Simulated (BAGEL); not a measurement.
# One shape, several levels: triplet Si2H6O

We compute a comparison of 6 runs (UHF/STO-3G, UHF/3-21G, ROHF/6-31G*, UHF/6-31G*, ROHF/cc-pVDZ, UHF/cc-pVDZ) of triplet Si2H6O. 

The results are computed with BAGEL 1.2.2.

4 further runs of the same task are left out: 1 that didn't finish, 3 set aside as unsound or not needed.

### Step 1. Starting point

Si2H6O has 9 atoms, charge 0, and is taken as a triplet. SMILES of the parent species: `[SiH3]O[SiH3]`. The coordinates come from a PBE0-D4/def2-TZVP relaxation. That shape belongs to the parent species and isn't relaxed for this state.

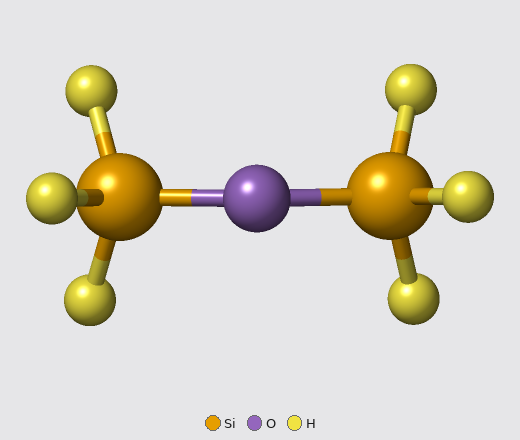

Viewed from a chosen angle; silicon amber, oxygen purple, hydrogen yellow.

### Step 2. A single-point energy at UHF/STO-3G (density fitting with cc-pvqz-jkfit) (run 1)

File job.json:

```json
{ "bagel" : [

{
  "title" : "molecule",
  "basis" : "sto-3g",
  "df_basis" : "cc-pvqz-jkfit",
  "angstrom" : "true",
  "geometry" : [
    { "atom" : "Si", "xyz" : [      -0.710290,       1.052660,      -0.919520 ] },
    { "atom" : "O", "xyz" : [       0.425550,       0.090990,      -0.245380 ] },
    { "atom" : "Si", "xyz" : [       0.775570,      -1.038810,       0.881750 ] },
    { "atom" : "H", "xyz" : [      -1.787270,       0.226580,      -1.525660 ] },
    { "atom" : "H", "xyz" : [      -0.060640,       1.872420,      -1.970220 ] },
    { "atom" : "H", "xyz" : [      -1.306170,       1.942760,       0.111330 ] },
    { "atom" : "H", "xyz" : [       2.224270,      -1.343130,       0.800010 ] },
    { "atom" : "H", "xyz" : [      -0.009310,      -2.275600,       0.628780 ] },
    { "atom" : "H", "xyz" : [       0.448290,      -0.527870,       2.238910 ] }
  ]
},

{
  "title" : "uhf",
  "nopen" : 2
},

{
  "title" : "print",
  "file" : "orbitals.molden",
  "orbitals" : "true"
}

]}
```

Run with:

```bash
$ BAGEL_NUM_THREADS=1 BAGEL job.json > job.out
```

Log:

```text
* using 1 threads per process

  ===============================================================
  ===============================================================

  *** Geometry ***

  { "atom" : "Si", "xyz" : [     -1.342254,      1.989239,     -1.737641 ] },
  { "atom" : "O", "xyz" : [      0.804173,      0.171946,     -0.463701 ] },
  { "atom" : "Si", "xyz" : [      1.465615,     -1.963066,      1.666266 ] },
  { "atom" : "H", "xyz" : [     -3.377451,      0.428174,     -2.883080 ] },
  { "atom" : "H", "xyz" : [     -0.114593,      3.538361,     -3.723176 ] },
  { "atom" : "H", "xyz" : [     -2.468304,      3.671284,      0.210383 ] },
  { "atom" : "H", "xyz" : [      4.203261,     -2.538148,      1.511800 ] },
  { "atom" : "H", "xyz" : [     -0.017593,     -4.300261,      1.188222 ] },
  { "atom" : "H", "xyz" : [      0.847145,     -0.997530,      4.230927 ] },

  Number of auxiliary basis functions:      708

  Since a DF basis is specified, we compute 2- and 3-index integrals:
    o Being stored without compression. Storage requirement is 0.005 GB

  Number of basis functions:       29
  Number of electrons      :       42

    * METHOD: MOLECULE                             0.42

  *** Open-shell HF ***

  === Nuclear Repulsion ===
   159.4190289147

      * DIIS with orbital gradients will be used.

  === UHF iteration (sto-3g) ===
      0       -648.10730914          0.02815647           0.08
      1       -648.22250873          0.01496854           0.07
      2       -648.25974859          0.00637883           0.07
      3       -648.26765428          0.00293222           0.07
      4       -648.27075842          0.00039980           0.07
      5       -648.27099712          0.00016579           0.08
      6       -648.27117734          0.00007009           0.08
      7       -648.27123562          0.00001386           0.07
      8       -648.27123730          0.00000436           0.07
      9       -648.27123741          0.00000331           0.08
     10       -648.27123744          0.00000300           0.08
     11       -648.27123745          0.00000290           0.07
     12       -648.27123747          0.00000215           0.08
     13       -648.27123750          0.00000126           0.08
     14       -648.27123752          0.00000028           0.08
     15       -648.27123752          0.00000010           0.08
     16       -648.27123752          0.00000003           0.08
     17       -648.27123752          0.00000002           0.08
     18       -648.27123752          0.00000001           0.08
    * SCF iteration converged.

    * S^2 (UHF) is 2.0027

    * Permanent dipole moment:
           (   -0.000064,     0.005245,     0.006078) a.u.

    * METHOD: UHF                                  1.51

    * METHOD: PRINT                                0.00

  ===============================================================
```

Wall time 2.1 s (1 thread of Arm Neoverse V2, shared host).

### Step 3. The energy at UHF/3-21G (density fitting with cc-pvqz-jkfit) (run 2)

File input.json:

```json
{ "bagel": [

{
  "title": "molecule",
  "basis": "3-21g",
  "df_basis": "cc-pvqz-jkfit",
  "angstrom": true,
  "geometry": [
    { "atom": "Si", "xyz": [   -0.710290,    1.052660,   -0.919520 ] },
    { "atom": "O", "xyz": [    0.425550,    0.090990,   -0.245380 ] },
    { "atom": "Si", "xyz": [    0.775570,   -1.038810,    0.881750 ] },
    { "atom": "H", "xyz": [   -1.787270,    0.226580,   -1.525660 ] },
    { "atom": "H", "xyz": [   -0.060640,    1.872420,   -1.970220 ] },
    { "atom": "H", "xyz": [   -1.306170,    1.942760,    0.111330 ] },
    { "atom": "H", "xyz": [    2.224270,   -1.343130,    0.800010 ] },
    { "atom": "H", "xyz": [   -0.009310,   -2.275600,    0.628780 ] },
    { "atom": "H", "xyz": [    0.448290,   -0.527870,    2.238910 ] }
  ]
},
{ "title": "uhf", "nopen": 2 },
{ "title": "print", "file": "orbitals.molden", "orbitals": true }

]}
```

Run with:

```bash
$ BAGEL_NUM_THREADS=1 BAGEL input.json > input.out
```

Log:

```text
* using 1 threads per process

  ===============================================================
  ===============================================================

  *** Geometry ***

  { "atom" : "Si", "xyz" : [     -1.342254,      1.989239,     -1.737641 ] },
  { "atom" : "O", "xyz" : [      0.804173,      0.171946,     -0.463701 ] },
  { "atom" : "Si", "xyz" : [      1.465615,     -1.963066,      1.666266 ] },
  { "atom" : "H", "xyz" : [     -3.377451,      0.428174,     -2.883080 ] },
  { "atom" : "H", "xyz" : [     -0.114593,      3.538361,     -3.723176 ] },
  { "atom" : "H", "xyz" : [     -2.468304,      3.671284,      0.210383 ] },
  { "atom" : "H", "xyz" : [      4.203261,     -2.538148,      1.511800 ] },
  { "atom" : "H", "xyz" : [     -0.017593,     -4.300261,      1.188222 ] },
  { "atom" : "H", "xyz" : [      0.847145,     -0.997530,      4.230927 ] },

  Number of auxiliary basis functions:      708

  Since a DF basis is specified, we compute 2- and 3-index integrals:
    o Being stored without compression. Storage requirement is 0.013 GB

  Number of basis functions:       47
  Number of electrons      :       42

    * METHOD: MOLECULE                             0.44

  *** Open-shell HF ***

  === Nuclear Repulsion ===
   159.4190289147

      * DIIS with orbital gradients will be used.

  === UHF iteration (3-21g) ===
      0       -652.30134229          0.04886760           0.13
      1       -652.36633219          0.04695664           0.13
      2       -652.41538600          0.03759139           0.12
      3       -652.48843191          0.00609504           0.12
      4       -652.50353006          0.00387150           0.12
      5       -652.51027852          0.00245151           0.12
      6       -652.51089646          0.00040445           0.12
      7       -652.51114639          0.00023329           0.13
      8       -652.51122119          0.00005496           0.13
      9       -652.51125540          0.00004536           0.13
     10       -652.51125836          0.00001970           0.13
     11       -652.51125872          0.00001827           0.13
     12       -652.51125913          0.00001722           0.13
     13       -652.51125950          0.00001662           0.13
     14       -652.51126099          0.00001412           0.13
     15       -652.51126318          0.00000949           0.13
     16       -652.51126423          0.00000455           0.13
     17       -652.51126435          0.00000194           0.13
     18       -652.51126436          0.00000095           0.13
     19       -652.51126436          0.00000051           0.13
     20       -652.51126436          0.00000023           0.13
     21       -652.51126436          0.00000014           0.13
     22       -652.51126436          0.00000010           0.13
     23       -652.51126436          0.00000005           0.13
     24       -652.51126436          0.00000002           0.13
     25       -652.51126436          0.00000001           0.13
    * SCF iteration converged.

    * S^2 (UHF) is 2.0074

    * Permanent dipole moment:
           (   -0.009348,     0.006713,     0.015433) a.u.

    * METHOD: UHF                                  3.41

    * METHOD: PRINT                                0.00

  ===============================================================
```

Run time: 4.2 s. Hardware: 1 thread of Arm Neoverse V2, shared host.

### Step 4. The energy at ROHF/6-31G(d) (density fitting with cc-pvqz-jkfit, spherical functions) (run 3)

File input.json:

```json
{ "bagel": [

{
  "title": "molecule",
  "basis": "6-31gs.json",
  "df_basis": "cc-pvqz-jkfit",
  "angstrom": true,
  "geometry": [
    { "atom": "Si", "xyz": [      -0.710290,       1.052660,      -0.919520 ] },
    { "atom": "O", "xyz": [       0.425550,       0.090990,      -0.245380 ] },
    { "atom": "Si", "xyz": [       0.775570,      -1.038810,       0.881750 ] },
    { "atom": "H", "xyz": [      -1.787270,       0.226580,      -1.525660 ] },
    { "atom": "H", "xyz": [      -0.060640,       1.872420,      -1.970220 ] },
    { "atom": "H", "xyz": [      -1.306170,       1.942760,       0.111330 ] },
    { "atom": "H", "xyz": [       2.224270,      -1.343130,       0.800010 ] },
    { "atom": "H", "xyz": [      -0.009310,      -2.275600,       0.628780 ] },
    { "atom": "H", "xyz": [       0.448290,      -0.527870,       2.238910 ] }
  ]
},

{ "title": "rohf", "nopen": 2 },

{ "title": "print", "file": "orbitals.molden", "orbitals": true }

]}
```

The basis set 6-31G* is read from a file made from the Basis Set Exchange's data (not shown).

Run with:

```bash
$ BAGEL_NUM_THREADS=1 BAGEL input.json > input.out
```

Log:

```text
* using 1 threads per process

  ===============================================================
  ===============================================================

  *** Geometry ***

  { "atom" : "Si", "xyz" : [     -1.342254,      1.989239,     -1.737641 ] },
  { "atom" : "O", "xyz" : [      0.804173,      0.171946,     -0.463701 ] },
  { "atom" : "Si", "xyz" : [      1.465615,     -1.963066,      1.666266 ] },
  { "atom" : "H", "xyz" : [     -3.377451,      0.428174,     -2.883080 ] },
  { "atom" : "H", "xyz" : [     -0.114593,      3.538361,     -3.723176 ] },
  { "atom" : "H", "xyz" : [     -2.468304,      3.671284,      0.210383 ] },
  { "atom" : "H", "xyz" : [      4.203261,     -2.538148,      1.511800 ] },
  { "atom" : "H", "xyz" : [     -0.017593,     -4.300261,      1.188222 ] },
  { "atom" : "H", "xyz" : [      0.847145,     -0.997530,      4.230927 ] },

  Number of auxiliary basis functions:      708

  Since a DF basis is specified, we compute 2- and 3-index integrals:
    o Being stored without compression. Storage requirement is 0.022 GB

  Number of basis functions:       62
  Number of electrons      :       42

    * METHOD: MOLECULE                             0.48

  *** Open-shell HF ***

  === Nuclear Repulsion ===
   159.4190289147

      * DIIS with orbital gradients will be used.

  === ROHF iteration (6-31gs.json) ===
      0       -655.70961872          0.04656287           0.17
      1       -655.75723694          0.04757304           0.17
      2       -655.79042166          0.04074777           0.17
      3       -655.93084504          0.00505586           0.17
      4       -655.94124547          0.00408501           0.17
      5       -655.95460499          0.00261527           0.17
      6       -655.95891369          0.00239414           0.17
      7       -655.96057533          0.00258264           0.17
      8       -655.96107038          0.00082508           0.17
      9       -655.96168946          0.00014295           0.17
     10       -655.96192025          0.00010431           0.17
     11       -655.96192756          0.00003630           0.17
     12       -655.96190994          0.00003105           0.17
     13       -655.96190517          0.00002780           0.17
     14       -655.96190813          0.00002666           0.17
     15       -655.96191399          0.00002432           0.16
     16       -655.96191599          0.00002106           0.16
     17       -655.96191964          0.00001530           0.20
     18       -655.96192499          0.00001127           0.17
     19       -655.96192551          0.00000806           0.17
     20       -655.96192400          0.00000458           0.17
     21       -655.96192606          0.00000133           0.17
     22       -655.96192553          0.00000086           0.18
     23       -655.96192545          0.00000038           0.17
     24       -655.96192549          0.00000021           0.17
     25       -655.96192552          0.00000013           0.17
     26       -655.96192549          0.00000008           0.18
     27       -655.96192548          0.00000006           0.18
     28       -655.96192548          0.00000005           0.18
     29       -655.96192548          0.00000004           0.18
     30       -655.96192548          0.00000004           0.17
     31       -655.96192548          0.00000003           0.17
     32       -655.96192548          0.00000003           0.17
     33       -655.96192548          0.00000002           0.17
     34       -655.96192548          0.00000001           0.18
     35       -655.96192548          0.00000001           0.17
    * SCF iteration converged.

    * S^2 (ROHF) is 2.0000

    * Permanent dipole moment:
           (   -0.053622,    -0.004247,     0.039235) a.u.

    * METHOD: ROHF                                 6.35

    * METHOD: PRINT                                0.01

  ===============================================================
```

Wall time 7.2 s (1 thread of Arm Neoverse V2, shared host).

Runs 4 to 5 aren't shown in full; the table further down has their settings and results.

### Step 5. The energy at UHF/cc-pVDZ (density fitting with cc-pvqz-jkfit) (run 6)

File job.json:

```json
{ "bagel": [

{
  "title": "molecule",
  "basis": "cc-pvdz.json",
  "df_basis": "cc-pvqz-jkfit",
  "angstrom": "true",
  "geometry": [
    { "atom": "Si", "xyz": [      -0.710290,       1.052660,      -0.919520 ] },
    { "atom": "O", "xyz": [       0.425550,       0.090990,      -0.245380 ] },
    { "atom": "Si", "xyz": [       0.775570,      -1.038810,       0.881750 ] },
    { "atom": "H", "xyz": [      -1.787270,       0.226580,      -1.525660 ] },
    { "atom": "H", "xyz": [      -0.060640,       1.872420,      -1.970220 ] },
    { "atom": "H", "xyz": [      -1.306170,       1.942760,       0.111330 ] },
    { "atom": "H", "xyz": [       2.224270,      -1.343130,       0.800010 ] },
    { "atom": "H", "xyz": [      -0.009310,      -2.275600,       0.628780 ] },
    { "atom": "H", "xyz": [       0.448290,      -0.527870,       2.238910 ] }
  ]
},

{
  "title": "uhf",
  "nopen": 2
},

{
  "title": "print",
  "file": "orbitals.molden",
  "orbitals": "true"
}

]}
```

The basis set cc-pVDZ is read from a file made from the Basis Set Exchange's data (not shown).

Run with:

```bash
$ BAGEL_NUM_THREADS=1 BAGEL job.json > job.out
```

Log:

```text
* using 1 threads per process

  ===============================================================
  ===============================================================

  *** Geometry ***

  { "atom" : "Si", "xyz" : [     -1.342254,      1.989239,     -1.737641 ] },
  { "atom" : "O", "xyz" : [      0.804173,      0.171946,     -0.463701 ] },
  { "atom" : "Si", "xyz" : [      1.465615,     -1.963066,      1.666266 ] },
  { "atom" : "H", "xyz" : [     -3.377451,      0.428174,     -2.883080 ] },
  { "atom" : "H", "xyz" : [     -0.114593,      3.538361,     -3.723176 ] },
  { "atom" : "H", "xyz" : [     -2.468304,      3.671284,      0.210383 ] },
  { "atom" : "H", "xyz" : [      4.203261,     -2.538148,      1.511800 ] },
  { "atom" : "H", "xyz" : [     -0.017593,     -4.300261,      1.188222 ] },
  { "atom" : "H", "xyz" : [      0.847145,     -0.997530,      4.230927 ] },

  Number of auxiliary basis functions:      708

  Since a DF basis is specified, we compute 2- and 3-index integrals:
    o Being stored without compression. Storage requirement is 0.036 GB

  Number of basis functions:       80
  Number of electrons      :       42

    * METHOD: MOLECULE                             0.53

  *** Open-shell HF ***

  === Nuclear Repulsion ===
   159.4190289147

      * DIIS with orbital gradients will be used.

  === UHF iteration (cc-pvdz.json) ===
      0       -655.70284351          0.03109300           0.23
      1       -655.75623564          0.03504515           0.23
      2       -655.80154360          0.02862020           0.23
      3       -655.96808279          0.00362717           0.22
      4       -655.97963093          0.00283082           0.21
      5       -655.99256042          0.00166399           0.22
      6       -655.99529800          0.00104382           0.23
      7       -655.99550492          0.00077647           0.24
      8       -655.99596624          0.00010480           0.24
      9       -655.99603888          0.00006484           0.25
     10       -655.99606278          0.00003937           0.23
     11       -655.99606707          0.00002935           0.23
     12       -655.99606912          0.00002528           0.23
     13       -655.99607051          0.00002400           0.23
     14       -655.99607164          0.00002330           0.23
     15       -655.99607406          0.00002202           0.23
     16       -655.99607762          0.00002010           0.23
     17       -655.99608577          0.00001422           0.23
     18       -655.99609134          0.00000613           0.23
     19       -655.99609202          0.00000229           0.23
     20       -655.99609208          0.00000103           0.23
     21       -655.99609209          0.00000053           0.23
     22       -655.99609209          0.00000028           0.22
     23       -655.99609210          0.00000018           0.23
     24       -655.99609210          0.00000011           0.23
     25       -655.99609210          0.00000005           0.23
     26       -655.99609210          0.00000003           0.23
     27       -655.99609210          0.00000003           0.23
     28       -655.99609210          0.00000003           0.23
     29       -655.99609210          0.00000003           0.23
     30       -655.99609210          0.00000002           0.23
     31       -655.99609210          0.00000002           0.22
     32       -655.99609210          0.00000002           0.22
     33       -655.99609210          0.00000001           0.22
    * SCF iteration converged.

    * S^2 (UHF) is 2.0121

    * Permanent dipole moment:
           (   -0.071425,    -0.008396,     0.049090) a.u.

    * METHOD: UHF                                  7.97

    * METHOD: PRINT                                0.01

  ===============================================================
```

Wall time 8.7 s (1 thread of Arm Neoverse V2, shared host).

### Step 6. All runs side by side

```csv
run,level,energy (Eh),dipole moment (D),⟨S²⟩,wall time
1,UHF/STO-3G (density fitting with cc-pvqz-jkfit),-648.271238,0.02,2.003,2.1 s
2,UHF/3-21G (density fitting with cc-pvqz-jkfit),-652.511264,0.05,2.007,4.2 s
3,"ROHF/6-31G* (density fitting with cc-pvqz-jkfit, spherical functions)",-655.961925,0.17,2.000,7.2 s
4,"UHF/6-31G* (density fitting with cc-pvqz-jkfit, spherical functions)",-655.967311,0.18,2.011,6 s
5,ROHF/cc-pVDZ (density fitting with cc-pvqz-jkfit),-655.990254,0.21,2.000,9 s
6,UHF/cc-pVDZ (density fitting with cc-pvqz-jkfit),-655.996092,0.22,2.012,8.7 s
```

### Step 7. Summary of results

```
            quantity          value
 run 6: total energy  -655.99609 Eh
run 6: dipole moment         0.22 D
         run 6: ⟨S²⟩          2.012
```

What this shows: The dipole moment (its size) runs from 0.02 D (UHF/STO-3G) to 0.22 D (UHF/cc-pVDZ). In run 1 the basis is minimal, so the values are rough. All runs together took 37 s, the longest 9 s.
